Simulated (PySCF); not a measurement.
Input file:

```
{"job": {"kind": "nmr", "xc": "PBE0", "basis": "pcSseg-1"}, "charge": 0, "multiplicity": 1}
C      2.265037    -0.298849     1.099432
N      1.479599     0.236799     0.019073
C      1.995188    -0.144478    -1.274059
Si    -0.106255     0.854784     0.247709
C     -0.362606     2.116143    -1.169627
O     -1.418086     2.446231    -1.649034
N     -1.355937    -0.325480     0.168804
C     -2.731683    -0.003858    -0.146633
C     -1.242248    -1.572196     0.892796
H      2.277248    -1.396120     1.087322
H      1.857428     0.032334     2.049786
H      3.299564     0.048716     1.018881
H      2.011191    -1.233861    -1.395063
H      1.375351     0.279598    -2.059475
H      3.019612     0.224262    -1.390101
H     -0.017346     1.627588     1.501617
H      0.561142     2.619342    -1.531656
H     -2.771434     0.917664    -0.717581
H     -3.331383     0.115714     0.762445
H     -3.168470    -0.809847    -0.742338
H     -0.195090    -1.807022     1.058598
H     -1.745824    -1.521345     1.865003
H     -1.699751    -2.379133     0.314179
```

Command:

```sh
OMP_NUM_THREADS=1 python probes_run.py task.json out
```

Geometry: GFN2-xTB.

All numbers below come from PBE0/pcSseg-1, SCF density, gas phase, non-relativistic in PySCF.

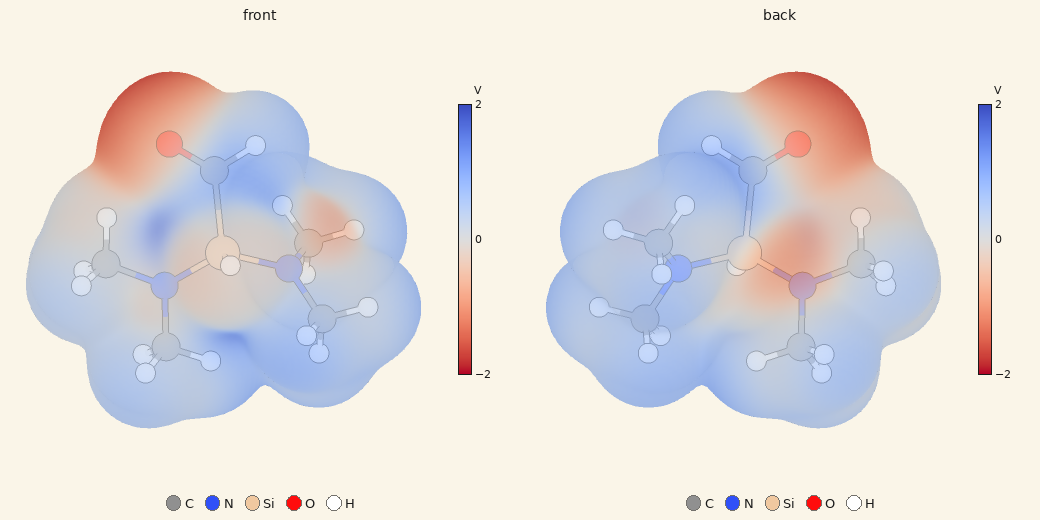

C5H14N2OSi (SMILES CN(C)[SiH](C=O)N(C)C). The electrostatic potential painted on the density surface at 0.002 e/bohr³, seen from the front and from behind; the colour scale runs from red (negative) to blue (positive).

Question: Describe the electrostatic potential map.

Answer: The most negative region (about −1.6 V) lies over O6, the most positive (about +1.0 V) over Si4 and C5. O6 is the likeliest acceptor of a hydrogen bond.
